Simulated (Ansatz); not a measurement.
Au13H6P2 (Au13(PH3)2) (charge +1)

The calculation's input:

```
crystal:
  periodic: [false, false, false]
  atoms:
    - {symbol: Au, position_ang: [-1.540279, -0.967439, -2.499044]}
    - {symbol: Au, position_ang: [3.066591, 0.641788, -1.543875]}
    - {symbol: Au, position_ang: [2.341486, -1.058893, 0.749189]}
    - {symbol: Au, position_ang: [-4.058380, -0.271553, -1.989250]}
    - {symbol: Au, position_ang: [-2.597465, -0.374297, 2.328263]}
    - {symbol: Au, position_ang: [-2.174442, 0.981023, -0.536488]}
    - {symbol: Au, position_ang: [0.659739, 1.258919, -0.483958]}
    - {symbol: Au, position_ang: [-2.729420, -1.812071, 0.014800]}
    - {symbol: Au, position_ang: [0.964898, -1.746498, -1.417550]}
    - {symbol: Au, position_ang: [-0.341892, -1.085970, 1.027058]}
    - {symbol: Au, position_ang: [-0.915566, 1.938979, 1.596863]}
    - {symbol: Au, position_ang: [0.357375, -2.054585, -4.015716]}
    - {symbol: Au, position_ang: [0.822172, 0.616712, -3.094978]}
    - {symbol: P, position_ang: [5.357175, 0.501297, -1.838070]}
    - {symbol: P, position_ang: [-4.013584, 0.342986, 4.012424]}
    - {symbol: H, position_ang: [6.084629, -0.542804, -1.214525]}
    - {symbol: H, position_ang: [5.823865, 0.366919, -3.168919]}
    - {symbol: H, position_ang: [6.116691, 1.620500, -1.417785]}
    - {symbol: H, position_ang: [-4.563446, 1.647213, 3.943495]}
    - {symbol: H, position_ang: [-5.191299, -0.413289, 4.230106]}
    - {symbol: H, position_ang: [-3.484648, 0.364662, 5.326659]}
basis:
  gaussian: {orbitals: def2-TZVP, fitting: {mean_field: def2-universal-jkfit}, initial_orbitals: start.molden}
total_charge: 1
hamiltonian: {xc: pbe0, dispersion: d4}
scf: {omitted_lower_state_checks: [starts]}
output: {forces: true, orbitals: {seedname: orbitals}}
```

Launched as:

```sh
ansatz run in.yaml --threads 2 --pin off --events-out ev --progress --plain --max-ram 32768MiB --backend cuda --devices 0, --max-vram 18GiB
```

Geometry: r2SCAN-D4/def2-SVP; core potentials replace the inner electrons of Au.

All numbers below come from RKS PBE0-D4/def2-TZVP (Ansatz 0.2.0).

Predict the electron density and electron localisation function between the atoms.

Answer. P–Au (2.31 Å): the density is about 0.73 e/Å³ at the midpoint; the ELF peaks at about 0.85 in the valence shell of P, 0.9 Å from its nucleus, and is about 0.40 at the midpoint.
Au–Au (2.70 Å): the density is about 0.38 e/Å³ at the midpoint; the ELF is about 0.25 at the midpoint.

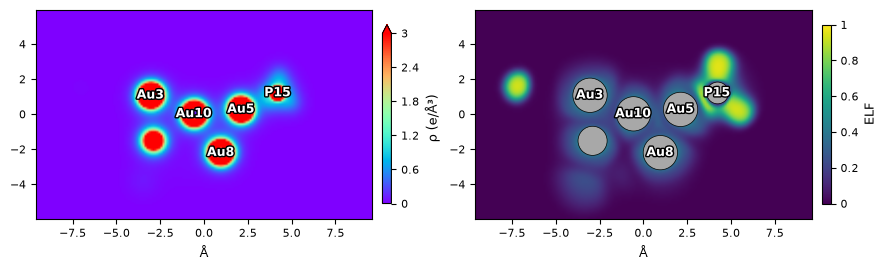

Computed electron density and electron localisation function on the plane of atoms Au3, Au10 and Au8, in this order. Grey discs cover the atomic cores in the ELF map. 
